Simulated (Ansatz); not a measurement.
C2H3AlN (doublet)

```xyz
7

N    -1.7142   -0.3212   -0.1711
C    -0.5729   -0.3756    0.2617
C     0.6461   -0.2841    0.7630
Al    1.7238    1.0316   -0.1347
H    -2.0389   -0.9066   -0.9507
H     0.9625   -0.9119    1.6134
H     0.9936    1.7679   -1.3815
```

All numbers below come from UKS LDA/def2-SVP (Ansatz 0.2.0).

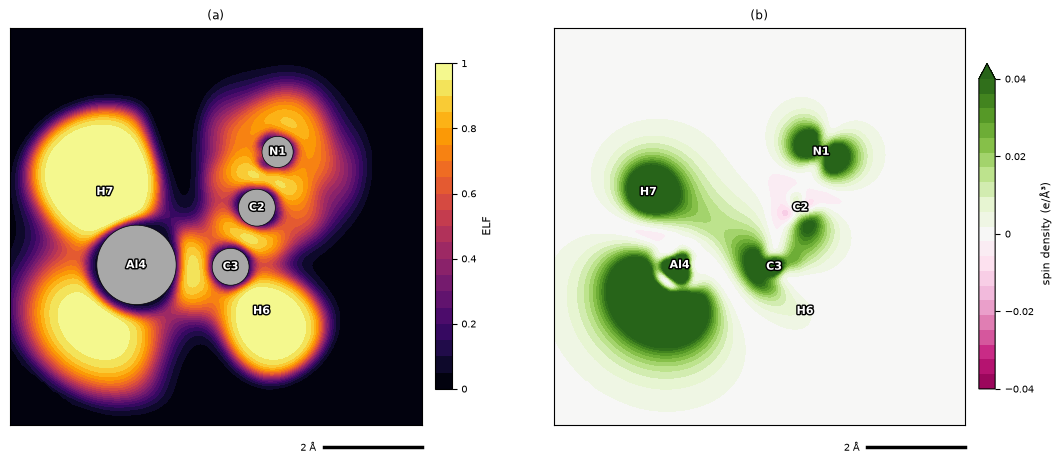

Figure 1. (a) electron localisation function; (b) spin density (α minus β) on the plane of atoms Al4, C3 and H6. Grey discs cover the atomic cores in the ELF map.

> What do the fields say about this system?

Atoms in the plane: N, C, Al and H. C–N (1.22 Å): the ELF peaks at about 0.90 between the atoms: a multiple bond. C–C (1.32 Å): the ELF peaks at about 0.90 between the atoms; a short, multiple covalent bond. C–Al (1.92 Å): the ELF peaks at about 0.95 between the atoms (a shared but strongly polarised pair). C–H (1.10 Å): the ELF climbs to about 1 towards the hydrogen, as it does in any bond to H (a covalent bond by its length). Al–H (1.62 Å): the ELF climbs to about 1 towards the hydrogen. The ELF also peaks beside Al4, away from the bonds: non-bonding electrons, paired or unpaired. The unpaired spin (1 electron) lies mostly on Al4 (about 0.8) and H7 (about 0.1), in electrons by Hirshfeld's partition.

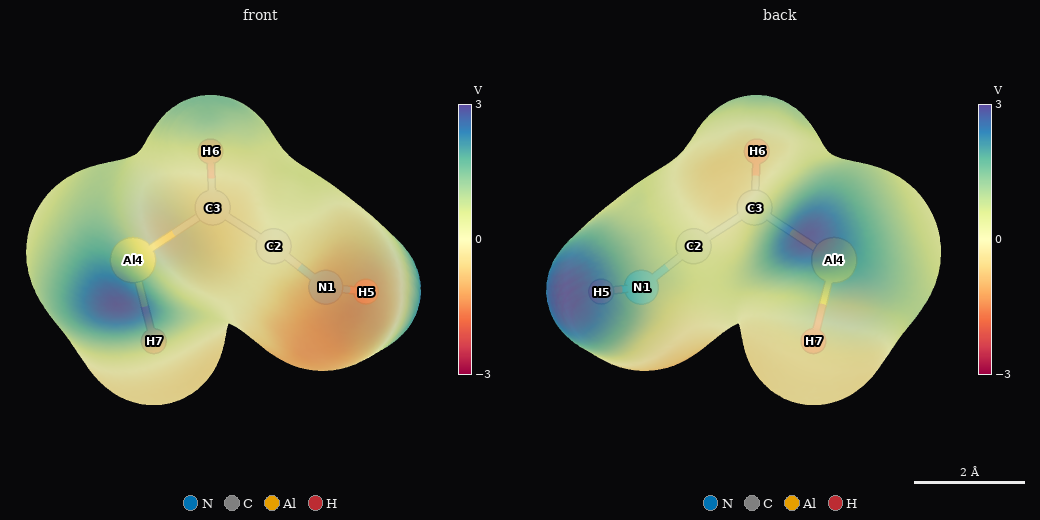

Figure 2. The molecular electrostatic potential painted on the density surface at 0.004 e/bohr³, seen from the front and from behind; the colour scale runs from red (negative) to blue (positive).

> Describe the electrostatic potential map.

The most negative region (about −1.4 V) lies over N1, the most positive (about +2.9 V) over Al4 and H5. N1 is the likeliest acceptor of a hydrogen bond.

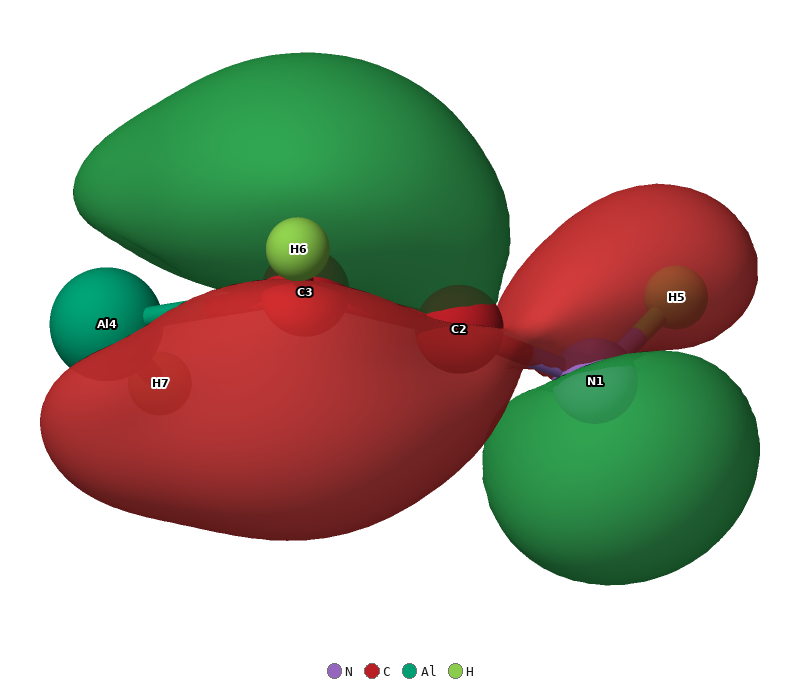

Figure 3. The HOMO−1 (α) at ±0.08 Å⁻³ᐟ² (green and red are the two phases), seen from one side.

> What is the character of this orbital?

By Hirshfeld shares it lies mainly on C3 (about 40 %), N1 (about 30 %) and C2 (about 15 %). Its energy is −5.98 eV.

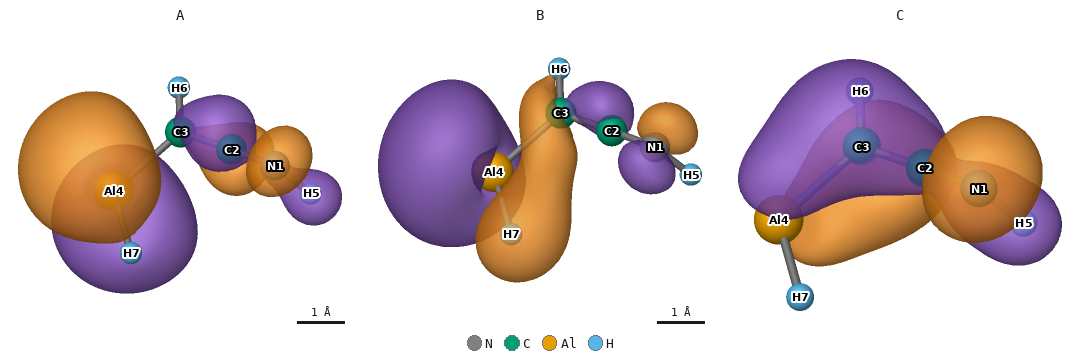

Figure 4. Three frontier orbitals at ±0.08 Å⁻³ᐟ² (orange and purple are the two phases), in no order.

> Which picture is the HOMO−1, the HOMO and the LUMO? All are α orbitals.

C is the HOMO−1 (α) (−5.98 eV). By Hirshfeld shares it lies mainly on C3 (about 40 %), N1 (about 30 %) and C2 (about 15 %). B is the HOMO (α) (−4.45 eV). Its weight (Hirshfeld) is mainly on Al4 (about 75 %), H7 (about 10 %) and C3 (about 5 %). A is the LUMO (α) (−2.45 eV). Its weight (Hirshfeld) is mainly on Al4 (about 70 %), C2 (about 10 %) and C3 (about 5 %).

> What is the gap between the highest occupied and lowest empty α orbitals?

2.00 eV between the orbital energies.
